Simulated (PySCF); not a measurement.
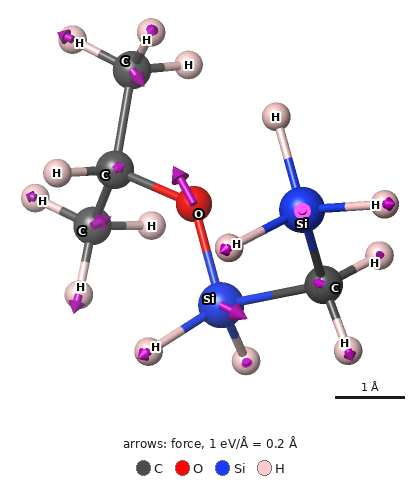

Starting geometry of C4H14OSi2 with the computed forces as purple arrows. The picture is a ball-and-stick view, seen from a free direction.

The start comes from GFN2-xTB. Its atoms were then displaced at random by about 0.01 Å.

These are results of PySCF 2.14.0, density-fitted response routines, PBE0-D3(BJ)/def2-SVP geometry optimisation, gas phase, not measurements. 

Question: Is this structure relaxed? If not, where do the atoms go?

Answer: It isn't relaxed: the largest force vector, on the O atom, is 3.46 eV/Å. The final displacements have little in common with the starting forces (cosine between the two patterns −0.01). An H atom moves most after the best rigid fit: 1.38 Å. By element the largest moves are H 1.38 Å, C 0.62 Å, Si 0.61 Å, O 0.15 Å. Near-neighbour distances that change, for instance: O–Si 1.592 → 1.667 Å, H–Si 1.444 → 1.500 Å, C–H 1.062 → 1.100 Å, H–Si 1.463 → 1.498 Å. Bond angles that change, for instance: C–O–Si 130.7° → 126.3°, O–Si–C 101.8° → 105.1°, O–Si–H 112.3° → 109.0°. Groups turn about C–O by about 40°. After 12 geometry steps the energy has fallen by 37.1 kJ/mol.
